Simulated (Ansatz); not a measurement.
The starting structures come from a database of crystals and need not be the phases stable at ambient conditions.

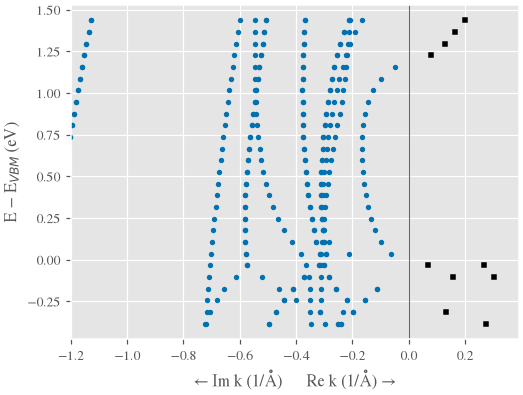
Complex bands at the centre of the two-dimensional zone; r2SCAN (Ansatz, a program for electronic structure)

No gap correction and no spin-orbit coupling; mid-gap values are interpolated between computed energies.

Q: This is BaTe₃ (P-42_1m, not sure to be the ambient phase, 8 atoms a cell, 36.6 Å³ an atom) along the normal of (100). Read off the slowest decay at the centre of the two-dimensional zone at 0.59 eV, the computed energy nearest the middle of the gap.

A: κ ≈ 0.17 1/Å, a decay length 1/(2κ) of the density of 3.0 Å.
